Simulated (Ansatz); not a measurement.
A series of calculations on Si2H8O2

### Relaxation

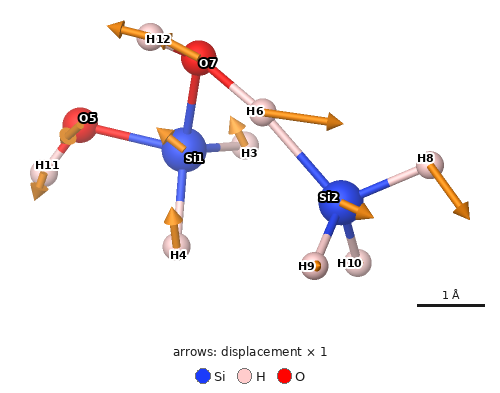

A relaxation of Si₂H₈O₂ (started from a transition state, displaced along its imaginary mode). The starting structure is drawn; orange arrows show the displacements, at their true length. The two geometries are superimposed by the best rigid fit.

A ball-and-stick model, seen at a tilt.

Level of theory: RKS PBE0-D4/def2-TZVP (Ansatz).

The input:
```yaml
crystal:
  periodic: [false, false, false]
  atoms:
    - {symbol: Si, position_ang: [-0.607457, 0.439385, -0.721120]}
    - {symbol: Si, position_ang: [0.819802, -1.360140, 1.088775]}
    - {symbol: H, position_ang: [-0.701890, -0.720403, -1.666402]}
    - {symbol: H, position_ang: [-1.425311, 0.151285, 0.545897]}
    - {symbol: O, position_ang: [-1.313473, 1.804230, -1.282486]}
    - {symbol: H, position_ang: [1.151489, 0.156448, 0.195777]}
    - {symbol: O, position_ang: [0.953156, 1.104490, -0.775363]}
    - {symbol: H, position_ang: [2.077697, -2.162763, 1.102291]}
    - {symbol: H, position_ang: [0.501498, -1.013908, 2.501735]}
    - {symbol: H, position_ang: [-0.299072, -2.329503, 0.680529]}
    - {symbol: H, position_ang: [-2.240938, 1.895556, -1.108733]}
    - {symbol: H, position_ang: [1.084499, 2.035424, -0.560900]}
basis:
  gaussian: {orbitals: def2-TZVP}
hamiltonian: {xc: pbe0, dispersion: d4}
relax: {f_tol: 0.005, max_steps: 200}
```

Run as
```bash
ansatz run in.yaml --threads 4 --pin off --events-out ev --progress --plain --max-ram 9574MiB
```

> Atoms of which element are displaced furthest, and by how much?

Hydrogen: up to 1.23 Å, against 0.79 Å for oxygen.

> What did the optimiser do to the structure, and how much energy did it gain?

Over 19 accepted moves (20 points after the start) the energy falls by 1.962 eV. Largest force component: 2.4 eV/Å at the start, 0.0028 eV/Å at the end. The line search rejected the trial step at point 7 of the run. The atom that moves furthest after the best rigid fit is H6 (1.23 Å). By element the largest moves are H 1.23 Å, O 0.79 Å, Si 0.57 Å. Near-neighbour distances that change, for instance: H6–O7 1.372 → 3.260 Å, Si1–H6 2.004 → 3.282 Å, Si1–Si2 2.924 → 3.967 Å, Si2–H6 1.791 → 1.485 Å. Among the angles between lasting bonds that change: O5–Si1–O7 93.4° → 110.2°, H4–Si1–O7 126.1° → 112.0°, H6–Si2–H10 122.5° → 109.5°. Groups turn about Si1–O5 by about 25°. Cost: 50 s on 4 threads of Arm Neoverse V1, on a shared host.

### Relaxation

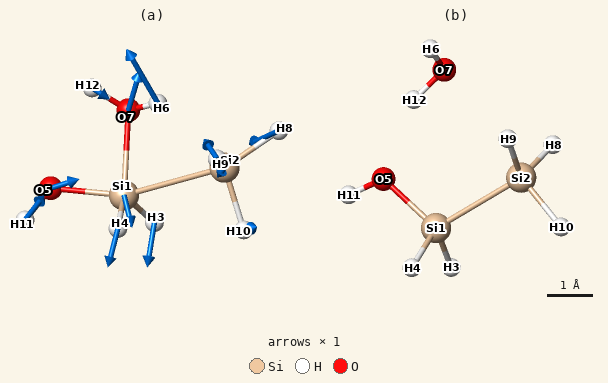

The structure of Si$_{2}$H$_{8}$O$_{2}$ (started from a transition state, displaced along its imaginary mode) before (left) and after (right) a relaxation, at one scale. The blue arrows give the displacements, at their true length.

The picture is a ball-and-stick view, seen at a tilt.

Method: RKS PBE0-D4/def2-TZVP in Ansatz 0.2.0. Settings: force threshold 0.005 eV/Å; at most 200 steps.

Summarise the run.

Answer. The largest move after the best rigid fit is that of H6, 1.60 Å. Largest moves by element: H 1.60 Å, O 1.03 Å, Si 0.78 Å. Some distances before and after: Si1–H6 2.192 → 4.047 Å, Si1–O7 1.955 → 3.548 Å, Si1–Si2 2.603 → 2.339 Å, H6–O7 0.804 → 0.959 Å. Bonds break, among them: Si1–O7 (1.95 → 3.55 Å). Bond angles that change, for instance: Si2–Si1–O5 157.9° → 110.2°, Si2–Si1–H4 79.6° → 110.2°, Si1–Si2–H8 136.0° → 113.0°. After 53 accepted moves (56 points after the start) the energy has fallen by 246.0 kJ/mol. Largest force component: 11 eV/Å at the start, 0.0038 eV/Å at the end. The line search rejected the trial steps at points 14, 17, 40 of the run. Cost: 2.3 min on 4 threads of Arm Neoverse V1 (shared host).

### Reaction

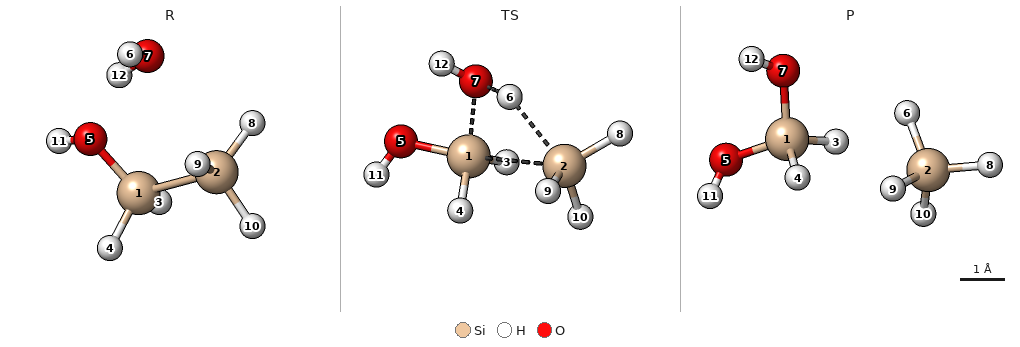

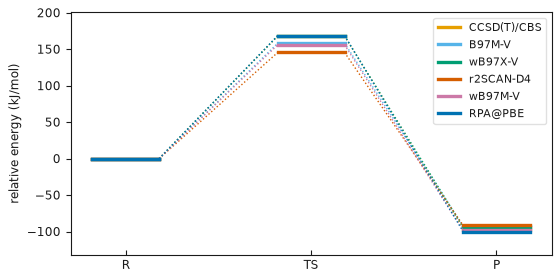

A reaction step of Si₂H₈O₂, with its energy diagram. The picture is a ball-and-stick view, seen at a tilt. Dashed sticks mark bonds that form or break.

Stationary points at PBE0-D4/def2-TZVP, single-point energies with CCSD(T)/CBS, B97M-V, wB97X-V, r2SCAN-D4, wB97M-V, RPA@PBE (def2-TZVPP where no basis is named; Ansatz 0.2.0). The energies are electronic, without zero-point or thermal terms, and both ends are the minima reached downhill from the saddle, with any fragments still in contact. CCSD(T)/CBS stands for a frozen-core estimate: MP2 correlation extrapolated from def2-TZVPP and def2-QZVPP, CCSD(T) minus MP2 from the smaller set.

Describe the step and its energetics.

Answer. Counted by bonded pieces, R holds H₂O + Si₂H₆O and P holds SiH₄ + SiH₄O₂. From R over the saddle to P, bonds form: Si1–O7 (3.55 → 1.83 → 1.63 Å), Si2–H6 (3.53 → 2.08 → 1.48 Å). Bonds break: Si1–Si2 (2.34 → 2.76 → 3.97 Å), H6–O7 (0.96 → 1.08 → 3.26 Å). The saddle has one imaginary mode, 692i cm⁻¹. With CCSD(T)/CBS the barrier is 168.2 kJ/mol from R and 264.1 kJ/mol from P, and P lies 95.9 kJ/mol below R.

```csv
level,barrier from R (kJ/mol),barrier from P (kJ/mol),P less R (kJ/mol)
CCSD(T)/CBS,168.2,264.1,−95.9
B97M-V,158.3,251.1,−92.8
wB97X-V,168.3,262.1,−93.8
r2SCAN-D4,145.6,237.2,−91.5
wB97M-V,156.1,254.6,−98.5
RPA@PBE,168.8,268.8,−100.0
```

Against CCSD(T)/CBS, wB97X-V comes closest on the barrier from R (+0.1 kJ/mol) and r2SCAN-D4 misses most (−22.6 kJ/mol).
